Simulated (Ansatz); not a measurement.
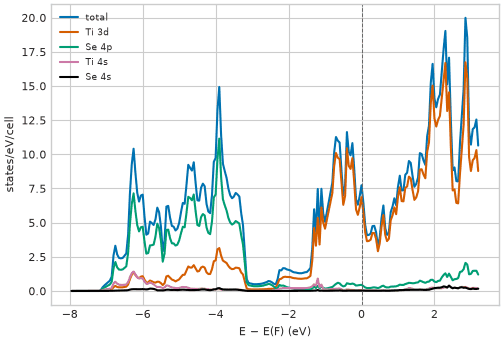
Figure: Total and projected density of states of Ti5Se4 in space group I4/m (No. 87; Ti on 2a, Ti on 8h, Se on 8h), r²SCAN in the plane-wave PAW code Ansatz

Which orbitals carry the states next to the Fermi level?

Within 0.5 eV of the Fermi level: Ti 3d 89 %, Se 4p 5 %. Projections are on Löwdin-orthogonalised atomic valence shells; empty p or d shells of many metals are not among them.

Where is the tallest occupied peak in this window, and what makes it?

Near -3.9 eV, about 15 states/eV per cell; the largest projected share is Se 4p.

The workflow started from a Materials Project entry (that database holds measured and hypothetical structures alike); the Crystallography Open Database copy checked does not list it. Its standing as an ambient phase is unchecked. Symmetry was held in the r²SCAN relaxation; whether a distortion lowers the energy is not shown. The run is not spin-polarised. Spin–orbit coupling is left out wherever it is not named.

Potentials: the later of the program's two PAW sets.
